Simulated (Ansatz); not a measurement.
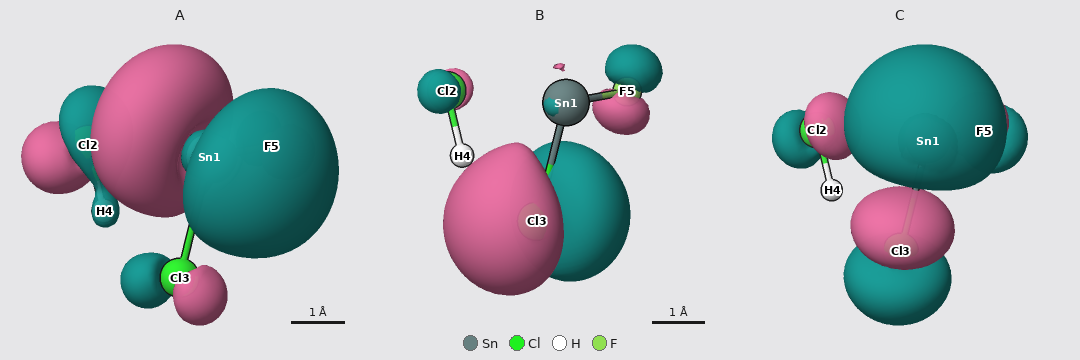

*ClFSn···HCl. Three frontier orbitals at ±0.08 Å⁻³ᐟ² (teal and pink are the two phases), in no order.*

The product side of a reaction path; geometry: PBE0-D4/def2-TZVP; core potentials replace the inner electrons of Sn.

Method: RKS PBE0-D4/def2-TZVPP in Ansatz 0.2.0.

Input file:

```
crystal:
  periodic: [false, false, false]
  atoms:
    - {symbol: Sn, position_ang: [0.456581, 1.288683, -0.533431]}
    - {symbol: Cl, position_ang: [1.166286, -1.508113, 0.267891]}
    - {symbol: Cl, position_ang: [-1.573812, 0.041774, -0.979383]}
    - {symbol: H, position_ang: [-0.089745, -1.488983, -0.074603]}
    - {symbol: F, position_ang: [0.040691, 1.666537, 1.319524]}
basis:
  gaussian: {orbitals: def2-TZVPP}
hamiltonian: {xc: pbe0, dispersion: d4}
output: {orbitals: {seedname: orbitals}}
```

Run with:

```sh
ansatz run in.yaml --threads 4 --pin off --events-out ev --progress --plain --max-ram 9574MiB
```

Which picture is the HOMO−1, the HOMO and the LUMO?

Answer. B is the HOMO−1 (−9.00 eV). By Hirshfeld shares it lies mainly on Cl3 (about 85 %); largely a lone pair of Cl3. C is the HOMO (−8.19 eV). Its weight (Hirshfeld) is mainly on Sn1 (about 50 %), Cl3 (about 30 %) and F5 (about 10 %). A is the LUMO (−2.39 eV). By Hirshfeld shares it lies mainly on Sn1 (about 80 %) and Cl2 (about 10 %).

What is the HOMO–LUMO gap?

Answer. 5.80 eV between the orbital energies.
